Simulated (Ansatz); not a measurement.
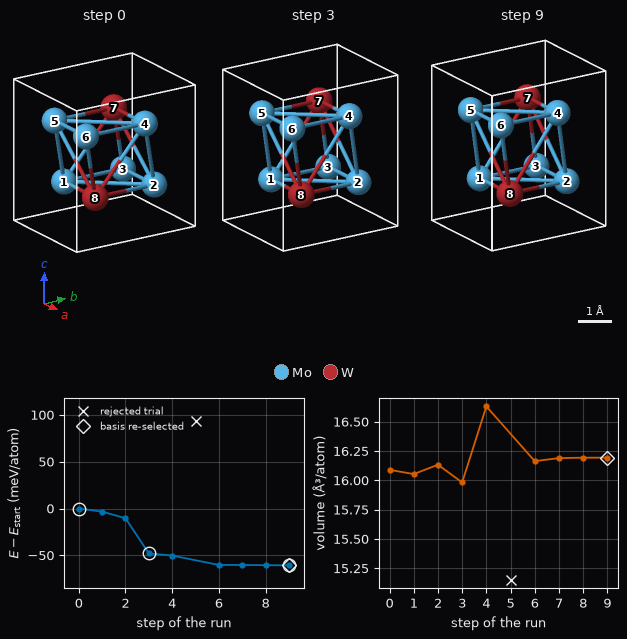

Frames of a relaxation of a crystal of Mo₃W (a generated structure, set up in P6_3/mmc) (coarse preliminary run), marked on the history of the run. A ball-and-stick model of the cell of the calculation, seen slightly off an axis.

Level of theory: DFT PBE, scalar-relativistic, plane waves, PAW in Ansatz 0.2.0. (plane-wave cutoff 420 eV; k-point mesh 6 × 6 × 4; occupations gaussian; smearing width 0.1 eV; no spin polarisation; cell and atoms relaxed; force threshold 0.04 eV/Å; at most 70 steps)

Question: Describe the path.

Answer: After 7 accepted moves (9 points after the start) the energy has fallen by 60.7 meV per atom. Largest force component: 0.0026 eV/Å at the start, 0.0023 eV/Å at the end. The pressure goes from 0.06 to 0.03 GPa. The line search rejected the trial step at point 5 of the run. At 1 point the geometry stayed and the basis and grid were re-selected for the new cell (energy shift of 0.2 meV per atom at most each time). The largest moves relative to the cell, 0.007 Å, are those of Mo1, Mo2, Mo3, Mo4, Mo5 and Mo6. Mo1 goes along [−1 −2 0]. W stays in place. The volume changes by +0.6 %, with a = b 5.753 → 5.511 Å (−4.2 %), c 4.491 → 4.926 Å (+9.7 %). Among the contacts that change: Mo1–W7 2.788 → 2.931 Å, Mo1–Mo5 2.798 → 2.933 Å, Mo1–Mo2 2.891 → 2.758 Å, Mo1–W8 2.877 → 2.755 Å. The space group stays P6_3/mmc (No. 194). Cost: 3.8 min on 1 thread of Arm Neoverse N1 (shared host), peak memory 0.48 GiB. From step 0 to 3: volume −0.7 %, energy −47.9 meV per atom. From step 3 to 9: volume +1.3 %, energy −12.8 meV per atom.
